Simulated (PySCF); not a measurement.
## What a change does: NMR shielding calculation on C₉H₁₄OSi

System: C₉H₁₄OSi, SMILES C[Si](C)(C)Oc1ccccc1.
Method of run 1: GIAO mPW1PW91/pcSseg-1 NMR shielding, non-relativistic, gas phase (PySCF 2.14.0).

The geometry comes from this level: PBE0-D3(BJ)/def2-SVP. Text and figures count atoms from 1; the logs count them from 0 in places.

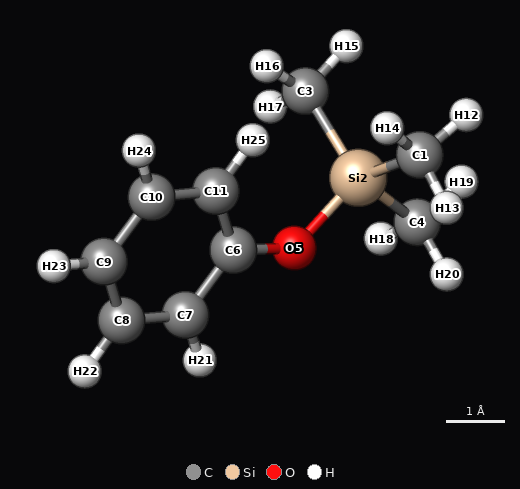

The input geometry (ball-and-stick view, seen at a tilt; atoms are numbered from 1 in the order of the input).

### Input file, run 1
```
{"job": {"kind": "nmr", "xc": "mPW1PW91", "basis": "pcSseg-1", "pop": false}, "charge": 0, "multiplicity": 1}
C     -1.817884     1.392751    -1.297487
Si    -1.674780    -0.057573    -0.120470
C     -1.812106     0.472305     1.670690
C     -2.946521    -1.360330    -0.528865
O     -0.198935    -0.855434    -0.364967
C      1.078850    -0.495958    -0.150945
C      2.062851    -1.485093    -0.283332
C      3.402309    -1.174855    -0.076454
C      3.788470     0.122159     0.265989
C      2.811800     1.106621     0.395681
C      1.465870     0.807110     0.189583
H     -2.825357     1.835234    -1.235759
H     -1.659034     1.058219    -2.334614
H     -1.089192     2.189291    -1.085840
H     -2.788640     0.948148     1.855414
H     -1.028053     1.186818     1.961946
H     -1.731990    -0.403649     2.333368
H     -2.830948    -2.237191     0.126480
H     -3.967053    -0.967027    -0.397716
H     -2.841795    -1.698804    -1.570995
H      1.745168    -2.494906    -0.550034
H      4.156264    -1.958927    -0.183380
H      4.841167     0.362198     0.428845
H      3.095674     2.128240     0.660892
H      0.714284     1.592459     0.289503
```

The first line tells a small driver script what to run in PySCF; the rest is the geometry in Å.

Launched with:
```bash
OMP_NUM_THREADS=2 python <driver script> task.json out
```

Hardware: 2 CPU threads, shared host.

### Output (run 1)
```
coarse grid: 21168 points
cycle   1  E = -715.8158640444  dE =  1.420e+00  |g| = 7.973e-01  |ddm| = 4.688e+00
cycle   2  E = -715.7450442141  dE =  7.082e-02  |g| = 1.022e+00  |ddm| = 1.582e+00
cycle   3  E = -715.9483044333  dE = -2.033e-01  |g| = 1.692e-01  |ddm| = 9.978e-01
cycle   4  E = -715.9538837983  dE = -5.579e-03  |g| = 3.339e-02  |ddm| = 1.608e-01
cycle   5  E = -715.9540719667  dE = -1.882e-04  |g| = 1.715e-02  |ddm| = 4.107e-02
cycle   6  E = -715.9541476895  dE = -7.572e-05  |g| = 3.588e-03  |ddm| = 1.943e-02
cycle   7  E = -715.9541509903  dE = -3.301e-06  |g| = 1.150e-03  |ddm| = 4.571e-03
final grid: 199216 points
cycle   8  E = -716.0312002902  dE = -5.563e-05  |g| = 8.811e-03  |ddm| = 6.225e-02
cycle   9  E = -716.0311856319  dE =  1.466e-05  |g| = 1.248e-02  |ddm| = 1.655e-02
cycle  10  E = -716.0312173529  dE = -3.172e-05  |g| = 1.697e-03  |ddm| = 1.030e-02
cycle  11  E = -716.0312179349  dE = -5.820e-07  |g| = 2.119e-04  |ddm| = 1.709e-03
cycle  12  E = -716.0312179382  dE = -3.328e-09  |g| = 1.693e-04  |ddm| = 3.805e-04
cycle  13  E = -716.0312179460  dE = -7.738e-09  |g| = 3.832e-05  |ddm| = 1.929e-04
cycle  14  E = -716.0312179463  dE = -3.838e-10  |g| = 6.658e-06  |ddm| = 4.440e-05
converged SCF energy = -716.0312179463

GIAO shielding tensors (ppm)
atom      isotropic    diamagn.    paramagn.     s11        s22        s33       span
  0 C      183.039     257.804     -74.766    177.136    183.063    188.917     11.781
  1 Si     327.664     883.304    -555.641    309.741    325.503    347.747     38.005
  2 C      184.993     257.989     -72.996    178.460    184.563    191.955     13.495
  3 C      182.777     256.123     -73.346    174.326    183.568    190.437     16.112
  4 O      199.120     404.791    -205.671    147.699    183.279    266.381    118.681
  5 C       21.082     249.846    -228.764    -73.208     21.335    115.118    188.326
  6 C       58.040     252.975    -194.936    -32.538     48.658    157.999    190.537
  7 C       47.802     253.863    -206.061    -63.078     35.195    171.287    234.365
  8 C       58.977     254.648    -195.671    -47.103     48.441    175.592    222.695
  9 C       49.120     252.951    -203.831    -61.853     38.110    171.104    232.957
 10 C       63.212     260.949    -197.737    -23.918     52.998    160.556    184.474
 11 H       31.355      29.876       1.479     27.402     28.502     38.161     10.759
 12 H       30.914      32.230      -1.317     27.268     28.291     37.183      9.915
 13 H       30.597      34.378      -3.781     25.393     29.612     36.787     11.395
 14 H       31.425      30.107       1.318     27.575     28.408     38.293     10.718
 15 H       30.548      34.702      -4.154     25.098     29.845     36.700     11.602
 16 H       31.114      32.544      -1.430     27.394     28.361     37.586     10.192
 17 H       30.873      31.448      -0.575     26.762     28.452     37.404     10.642
 18 H       31.438      28.693       2.745     27.192     28.921     38.200     11.008
 19 H       30.834      31.138      -0.304     26.878     28.342     37.282     10.404
 20 H       24.282      32.925      -8.643     20.235     23.652     28.959      8.724
 21 H       23.974      28.464      -4.490     20.547     24.666     26.710      6.162
 22 H       24.390      28.257      -3.867     21.107     25.528     26.534      5.427
 23 H       24.066      30.709      -6.643     20.473     24.177     27.547      7.074
 24 H       24.656      37.979     -13.324     20.197     23.296     30.474     10.277
```

The input of run 2 differs as follows (lines with − go, lines with + come):
```diff
-"xc": "mPW1PW91"
+"xc": "PBE0"
-"pop": false
```

What does this change do to the results?

The total energies belong to different methods, so their difference says nothing on which is more stable or more accurate. Of all shieldings, the largest change is that of C3, C4, C6, C7, C8, C9 and C11, by +0.9 ppm. The functional changes from mPW1PW91 to PBE0. The number of SCF iterations is the same.

### Output (run 2)
```
coarse grid: 21168 points
cycle   1  E = -715.2809333263  dE =  1.420e+00  |g| = 7.844e-01  |ddm| = 4.684e+00
cycle   2  E = -715.2138803091  dE =  6.705e-02  |g| = 1.001e+00  |ddm| = 1.571e+00
cycle   3  E = -715.4100358592  dE = -1.962e-01  |g| = 1.641e-01  |ddm| = 9.803e-01
cycle   4  E = -715.4152475281  dE = -5.212e-03  |g| = 3.260e-02  |ddm| = 1.564e-01
cycle   5  E = -715.4154290557  dE = -1.815e-04  |g| = 1.636e-02  |ddm| = 4.011e-02
cycle   6  E = -715.4154973587  dE = -6.830e-05  |g| = 3.552e-03  |ddm| = 1.866e-02
cycle   7  E = -715.4155005761  dE = -3.217e-06  |g| = 1.111e-03  |ddm| = 4.488e-03
final grid: 199216 points
cycle   8  E = -715.4905375840  dE = -5.035e-05  |g| = 1.267e-02  |ddm| = 6.197e-02
cycle   9  E = -715.4905052693  dE =  3.231e-05  |g| = 1.824e-02  |ddm| = 2.378e-02
cycle  10  E = -715.4905721300  dE = -6.686e-05  |g| = 2.430e-03  |ddm| = 1.520e-02
cycle  11  E = -715.4905733565  dE = -1.227e-06  |g| = 2.946e-04  |ddm| = 2.486e-03
cycle  12  E = -715.4905733658  dE = -9.311e-09  |g| = 2.096e-04  |ddm| = 4.770e-04
cycle  13  E = -715.4905733778  dE = -1.202e-08  |g| = 4.249e-05  |ddm| = 2.348e-04
cycle  14  E = -715.4905733783  dE = -4.511e-10  |g| = 9.647e-06  |ddm| = 4.952e-05
converged SCF energy = -715.4905733783

GIAO shielding tensors (ppm)
atom      isotropic    diamagn.    paramagn.     s11        s22        s33       span
  0 C      183.923     257.776     -73.853    177.933    183.846    189.989     12.055
  1 Si     328.397     883.116    -554.720    310.158    326.141    348.892     38.734
  2 C      185.896     257.948     -72.051    179.266    185.414    193.009     13.744
  3 C      183.685     256.138     -72.453    175.090    184.394    191.570     16.480
  4 O      198.691     404.557    -205.866    147.169    182.662    266.242    119.073
  5 C       22.016     249.650    -227.633    -71.966     22.194    115.821    187.787
  6 C       58.970     253.070    -194.101    -31.458     49.647    158.721    190.179
  7 C       48.694     254.052    -205.358    -62.011     36.024    172.070    234.081
  8 C       59.883     254.916    -195.033    -46.060     49.288    176.422    222.482
  9 C       50.013     253.074    -203.061    -60.777     38.946    171.871    232.648
 10 C       64.108     260.780    -196.672    -22.846     53.957    161.214    184.060
 11 H       31.306      29.858       1.448     27.331     28.433     38.155     10.824
 12 H       30.864      32.161      -1.297     27.195     28.217     37.180      9.985
 13 H       30.546      34.290      -3.744     25.307     29.540     36.791     11.484
 14 H       31.377      30.084       1.293     27.504     28.340     38.287     10.783
 15 H       30.494      34.608      -4.114     25.008     29.771     36.705     11.697
 16 H       31.065      32.470      -1.405     27.321     28.287     37.588     10.268
 17 H       30.824      31.389      -0.565     26.684     28.378     37.409     10.725
 18 H       31.390      28.687       2.703     27.119     28.852     38.198     11.079
 19 H       30.784      31.084      -0.300     26.799     28.269     37.285     10.486
 20 H       24.216      32.855      -8.639     20.171     23.596     28.883      8.712
 21 H       23.905      28.416      -4.511     20.465     24.610     26.639      6.174
 22 H       24.323      28.219      -3.896     21.035     25.474     26.460      5.425
 23 H       23.997      30.652      -6.655     20.394     24.118     27.478      7.085
 24 H       24.586      37.878     -13.292     20.122     23.224     30.411     10.289
```

### The two runs side by side

```tsv
quantity	run 1	run 2
outcome	converged	converged
total energy (hartree)	−716.031218	−715.490573
HOMO (eV)	−6.42	−6.39
LUMO (eV)	−0.14	−0.13
dipole moment (D)	1.58	1.59
shielding of C3 (ppm)	185.0	185.9
shielding of C4 (ppm)	182.8	183.7
shielding of C6 (ppm)	21.1	22.0
shielding of C7 (ppm)	58.0	59.0
shielding of C8 (ppm)	47.8	48.7
shielding of C9 (ppm)	59.0	59.9
shielding of C11 (ppm)	63.2	64.1
SCF iterations	14	14
basis functions	264	264
wall time (shared host)	46 s	55 s
```
